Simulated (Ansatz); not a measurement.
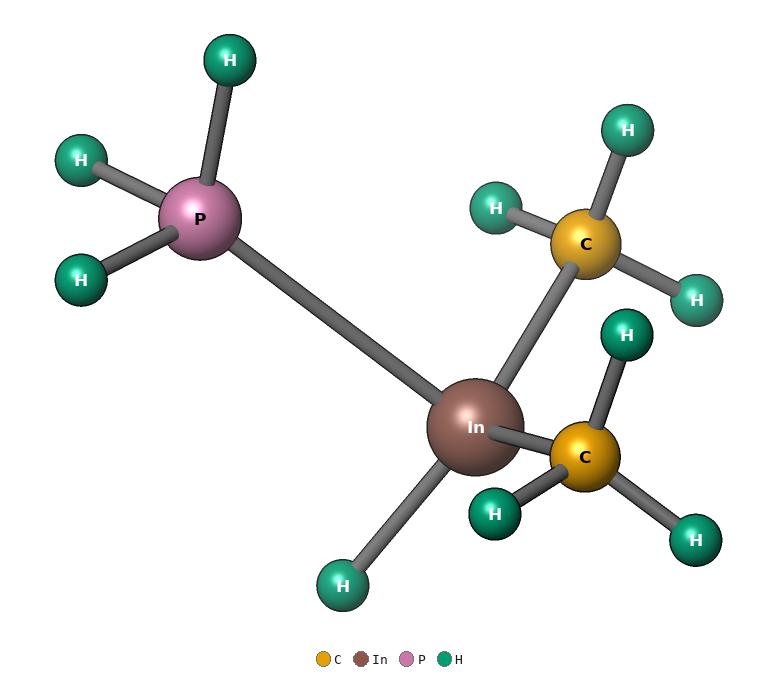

The computed structure is the end point of a PBE0-D4/def2-TZVP optimisation.

Identify the structure.

It has 14 atoms: 2 carbon, 10 hydrogen, 1 indium and 1 phosphorus (C₂H₁₀InP). SMILES: `[CH3][InH-]([CH3])[PH3+]`. This geometry has Cs symmetry. Coordination, clear cases only: 2 C tetrahedral; 1 P tetrahedral.

More results for the same structure follow; atom numbers are the same in all pictures, views and colours differ.

## Geometry

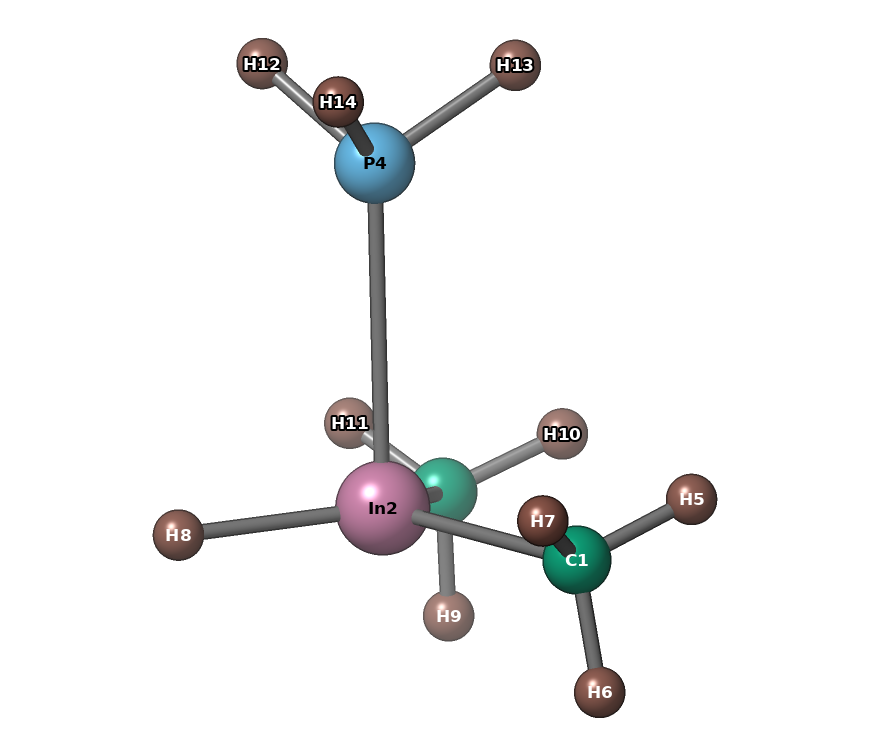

C3 lies behind In2. The molecule seen a little off the In2–C3 bond, In2 in front. Depth is shown by fading: the farther an atom, the more it takes the colour of the background.

**What is the torsion angle P4–In2–C3–H9? The sign is positive where the front bond must turn clockwise to cover the back bond.**

−178°, antiperiplanar (anti).

## Vibrations

Harmonic vibrations computed with RKS PBE0-D4/def2-TZVP, core potentials on In (Ansatz 0.2.0) at a stationary point of the same level.

**List the wavenumbers.**

36 modes: 54, 63, 68, 75, 80, 114, 137, 235, 262, 444, 448, 485, 510, 646, 700, 702, 730, 983, 1122, 1123, 1185, 1188, 1451, 1452, 1455, 1458, 1744, 2452, 2469, 2472, 3050, 3050, 3134, 3134, 3144, 3144 cm⁻¹.

## Electronic properties

Level of theory: RKS ωB97M-V/def2-TZVPP, core potentials on In (Ansatz 0.2.0).

What does the calculation give?

- dipole moment: 3.14 D
- HOMO energy (Kohn–Sham orbital): −8.97 eV
- LUMO energy (Kohn–Sham orbital): 1.15 eV
- HOMO–LUMO gap: 10.12 eV

## Charges

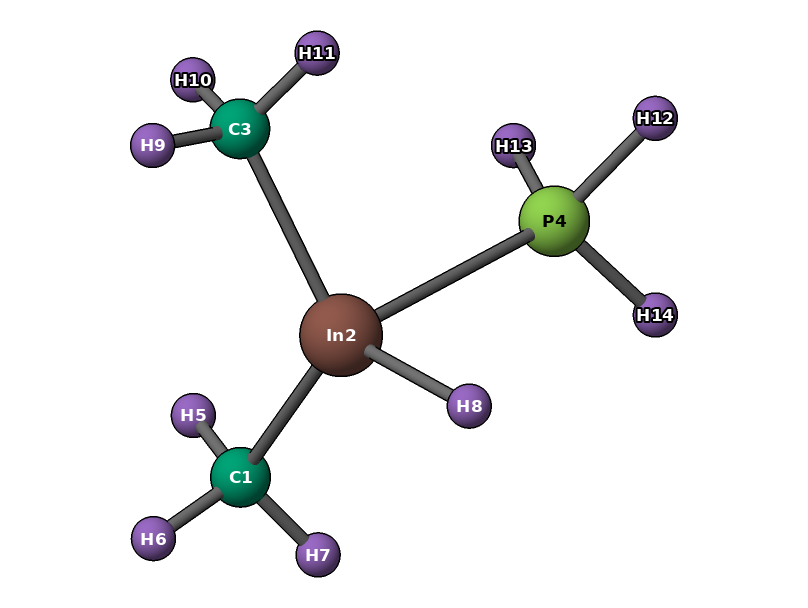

The questions are on Mulliken charges. Level of theory: RKS PBE-D4/def2-TZVPP, core potentials on In (Ansatz 0.2.0).

Give the Mulliken charges atom by atom.

```tsv
atom	value (e)
C1	−0.62
In2	0.70
C3	−0.62
P4	−0.09
H5	0.10
H6	0.10
H7	0.10
H8	−0.18
H9	0.10
H10	0.10
H11	0.10
H12	0.07
H13	0.07
H14	0.07
```

Mulliken values depend strongly on the basis set and can even reverse the polarity of a bond.
